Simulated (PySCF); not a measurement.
**Excited-state calculation of SnHSCl**

The run: excited-state calculation of SnHSCl, SMILES [SH][Sn][Cl]. Method and program: ADC(2)/BFD-VTZ, RHF, core potentials bfd (PySCF 2.14.0).

The geometry was optimised with BLYP/ma-def2-SVP.

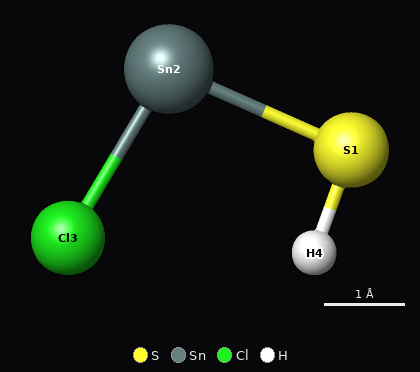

The structure (ball-and-stick view, seen on its broad side; atoms are numbered from 1 in the order of the input). Sticks mark near contacts. Bond lengths as drawn: Cl–Sn 2.47 Å, H–S 1.37 Å and S–Sn 2.52 Å.

**Key numbers**

- outcome: converged
- SCF energy: −28.724135 hartree
- correlation energy: −0.464131 hartree
- basis functions: 100
- HOMO of the SCF reference: −9.70 eV
- LUMO of the SCF reference: −0.39 eV
- lowest excitation: 3.58 eV
- hardware: 1 thread of AMD EPYC (Zen 5), 16 GiB of memory available, shared host
- wall time: 33 s
- peak memory: 1.6 GiB

**Input file (run.py)**
```python
from pyscf import gto, adc

mol = gto.Mole()
mol.atom = 'start.xyz'
mol.verbose = 4
mol.basis = 'bfd-vtz'
mol.ecp = 'bfd'
mol.spin = 0
mol.charge = 0
mol.max_memory = 1860
mol.build()

mf = mol.RHF()
mf.kernel()

myadc = adc.ADC(mf)
myadc.method = 'adc(2)'

myadc.method_type = 'ee'
e, vec, osc, x = myadc.kernel(nroots=8)

roots = e * 27.211386
print('root  energy (eV)  strength')
for i, (w, f) in enumerate(zip(roots, osc), 1):
    print('%3d %10.4f %10.5f' % (i, w, f))
```

**File start.xyz**
```
4

S      0.196246     1.580180    -0.437955
Sn    -1.466801    -0.306664    -0.358589
Cl     0.051854    -1.998611     0.609057
H      1.217877     0.833208     0.094389
```

Launched with:
```bash
OMP_NUM_THREADS=1 python run.py
```

**The program's output**
```
PySCF version 2.14.0

[INPUT] num. atoms = 4
[INPUT] num. electrons = 18
[INPUT] charge = 0
[INPUT] spin (= nelec alpha-beta = 2S) = 0
[INPUT] symmetry False subgroup None
[INPUT] Mole.unit = angstrom
[INPUT] Symbol           X                Y                Z      unit          X                Y                Z       unit  Magmom
[INPUT]  1 S      0.196246000000   1.580180000000  -0.437955000000 AA    0.370851193041   2.986107427515  -0.827615004884 Bohr   0.0
[INPUT]  2 Sn    -1.466801000000  -0.306664000000  -0.358589000000 AA   -2.771852169238  -0.579510972264  -0.677635001282 Bohr   0.0
[INPUT]  3 Cl     0.051854000000  -1.998611000000   0.609057000000 AA    0.097989858463  -3.776827419543   1.150950924249 Bohr   0.0
[INPUT]  4 H      1.217877000000   0.833208000000   0.094389000000 AA    2.301453983407   1.574534924797   0.178369359172 Bohr   0.0

nuclear repulsion = 21.222110569214
number of shells = 32
number of NR pGTOs = 228
number of NR cGTOs = 100
basis = bfd-vtz
ecp = bfd

******** <class 'pyscf.scf.hf.RHF'> ********
method = RHF
initial guess = minao
damping factor = 0
level_shift factor = 0
DIIS = <class 'pyscf.scf.diis.CDIIS'>
diis_start_cycle = 1
diis_space = 8
diis_damp = 0
SCF conv_tol = 1e-09
SCF conv_tol_grad = None
SCF max_cycles = 50
direct_scf = True
direct_scf_tol = 1e-13
Set gradient conv threshold to 3.16228e-05
Initial guess from minao.
init E= -28.2691057765122
  HOMO = -0.27645229090788  LUMO = -0.0531624846811019  gap/eV = 6.07603
cycle= 1 E= -28.666703203336  delta_E= -0.398  |g|= 0.351  |ddm|= 2.39
  HOMO = -0.34690036626673  LUMO = -0.0494068499106913  gap/eV = 8.09521
cycle= 2 E= -28.7132162322091  delta_E= -0.0465  |g|= 0.165  |ddm|= 1.28
  HOMO = -0.357314241739156  LUMO = -0.0181482920703415  gap/eV = 9.22918
cycle= 3 E= -28.7232457703849  delta_E= -0.01  |g|= 0.029  |ddm|= 0.397
  HOMO = -0.35692126520828  LUMO = -0.0150019288840815  gap/eV = 9.30410
cycle= 4 E= -28.7240501460332  delta_E= -0.000804  |g|= 0.00834  |ddm|=  0.1
  HOMO = -0.356338358381551  LUMO = -0.0140607329144997  gap/eV = 9.31385
cycle= 5 E= -28.7241244367546  delta_E= -7.43e-05  |g|= 0.00274  |ddm|= 0.0318
  HOMO = -0.356550850853794  LUMO = -0.014442675058409  gap/eV = 9.30924
cycle= 6 E= -28.724133651602  delta_E= -9.21e-06  |g|= 0.000886  |ddm|= 0.0116
  HOMO = -0.356439046217389  LUMO = -0.0143361604763197  gap/eV = 9.30909
cycle= 7 E= -28.7241349655291  delta_E= -1.31e-06  |g|= 0.000258  |ddm|= 0.00516
  HOMO = -0.356393245055611  LUMO = -0.0143192114901058  gap/eV = 9.30831
cycle= 8 E= -28.7241350623476  delta_E= -9.68e-08  |g|= 9.55e-05  |ddm|= 0.00127
  HOMO = -0.356391532540756  LUMO = -0.0143262059855305  gap/eV = 9.30807
cycle= 9 E= -28.7241350758756  delta_E= -1.35e-08  |g|= 2.86e-05  |ddm|= 0.000488
  HOMO = -0.356388791499011  LUMO = -0.014325577724587  gap/eV = 9.30801
cycle= 10 E= -28.7241350770597  delta_E= -1.18e-09  |g|= 8.55e-06  |ddm|= 0.000148
  HOMO = -0.356389571219822  LUMO = -0.0143261818184242  gap/eV = 9.30802
cycle= 11 E= -28.7241350771546  delta_E= -9.49e-11  |g|= 2.77e-06  |ddm|= 3.93e-05
  HOMO = -0.35638919549424  LUMO = -0.0143259445909991  gap/eV = 9.30802
```

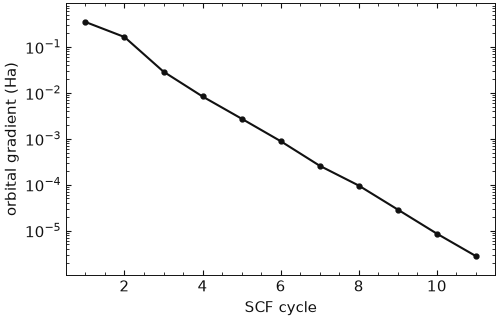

Convergence of the self-consistent field: orbital gradient against the SCF cycle. The residual falls at every step.

```
Extra cycle  E= -28.7241350771627  delta_E= -8.11e-12  |g|= 1.42e-06  |ddm|= 8.55e-06
converged SCF energy = -28.7241350771627

******** <class 'pyscf.adc.radc.RADC'> ********
******** ADC Orbital Information ********
Number of Frozen Occupied Orbitals: 0
Number of Frozen Virtual Orbitals: 0
Number of Active Occupied Orbitals: 9
Number of Active Virtual Orbitals: 91
*****************************************
Reference correlation energy (doubles): -0.46413060
MP2 correlation energy of reference state (a.u.) = -0.46413060

******** <class 'pyscf.adc.radc_ee.RADCEE'> ********
max_space = 12
max_cycle = 50
conv_tol = 1e-08

*************************************************************
        ADC calculation summary (singlet states only)
*************************************************************
adc(2) root 0  |  Energy (Eh) =   0.1314001196  |  Energy (eV) =   3.57557938  |  Osc. strength = 0.02372860  |  conv = True
adc(2) root 1  |  Energy (Eh) =   0.1433114948  |  Energy (eV) =   3.89970441  |  Osc. strength = 0.06725624  |  conv = True
adc(2) root 2  |  Energy (Eh) =   0.1860038736  |  Energy (eV) =   5.06142321  |  Osc. strength = 0.01561606  |  conv = True
adc(2) root 3  |  Energy (Eh) =   0.1941299494  |  Energy (eV) =   5.28254499  |  Osc. strength = 0.00055948  |  conv = True
adc(2) root 4  |  Energy (Eh) =   0.2021150569  |  Energy (eV) =   5.49983083  |  Osc. strength = 0.13414592  |  conv = True
adc(2) root 5  |  Energy (Eh) =   0.2030327984  |  Energy (eV) =   5.52480385  |  Osc. strength = 0.00188833  |  conv = True
adc(2) root 6  |  Energy (Eh) =   0.2043853176  |  Energy (eV) =   5.56160777  |  Osc. strength = 0.00089830  |  conv = True
adc(2) root 7  |  Energy (Eh) =   0.2168814024  |  Energy (eV) =   5.90164356  |  Osc. strength = 0.02667519  |  conv = True
root  energy (eV)  strength
  1     3.5756    0.02373
  2     3.8997    0.06726
  3     5.0614    0.01562
  4     5.2825    0.00056
  5     5.4998    0.13415
  6     5.5248    0.00189
  7     5.5616    0.00090
  8     5.9016    0.02668
```

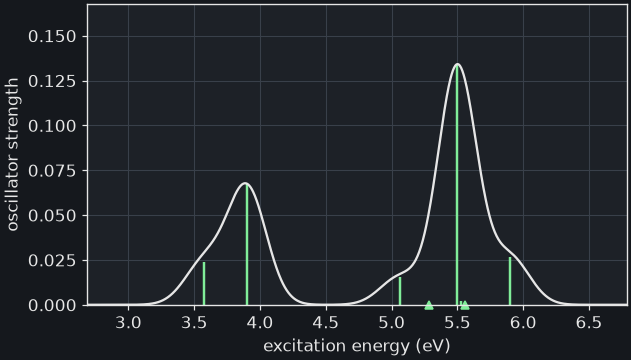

Computed excitations as sticks (degenerate states added up, dark ones marked on the axis), with a Gaussian envelope of 0.35 eV full width at half maximum, scaled to the tallest. Of the 8 states the lowest lies at 3.58 eV (f = 0.024); the strongest line is at 5.50 eV, or 225 nm (f = 0.134).

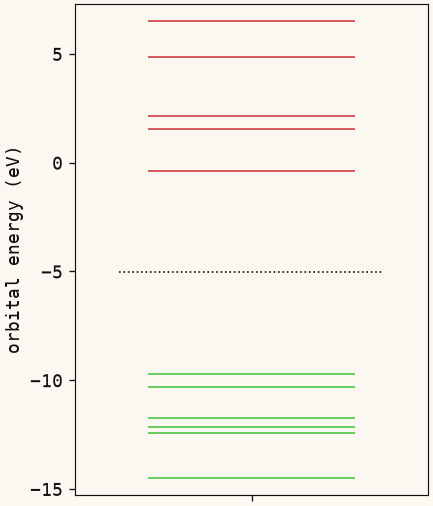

Orbital energies near the frontier (SCF reference); the dotted line parts filled from empty levels, and levels within 0.02 eV of each other stand side by side. Highest filled −9.70 eV, lowest empty −0.39 eV, 9.31 eV apart.
